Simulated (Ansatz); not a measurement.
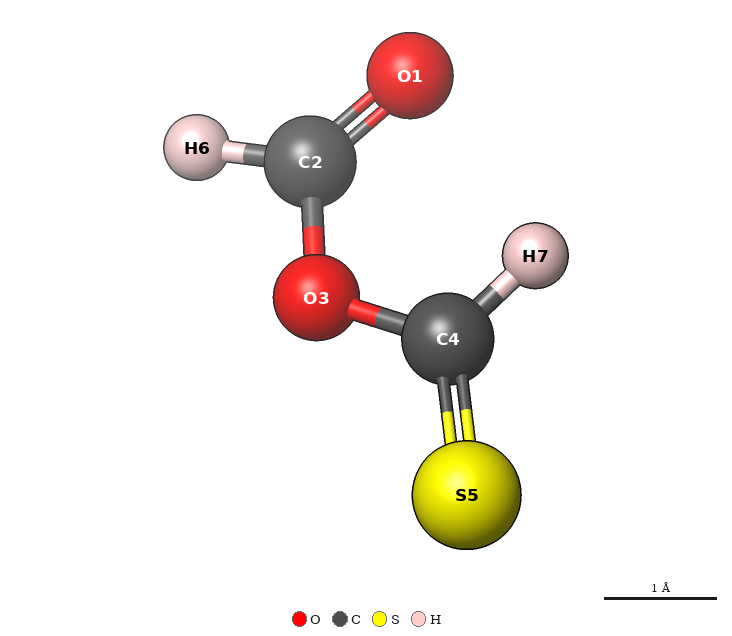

Orthographic view. Distant atoms are faded towards the background colour. The computed structure is the end point of a PBE0-D4/def2-TZVP optimisation.

Give the geometry as a Z-matrix, atoms in numerical order, with these reference atoms: 2 to 1; 3 to 2, 1; 4 to 3, 2, 1; 5 to 4, 3, 2; 6 to 2, 1, 3; 7 to 4, 3, 2.

```
O  
C    1   1.186
O    2   1.369   1   125.8
C    3   1.358   2   118.2   1     0.0
S    4   1.598   3   122.0   2  -179.9
H    2   1.097   1   126.2   3   180.0
H    4   1.088   3   112.9   2     0.1
```
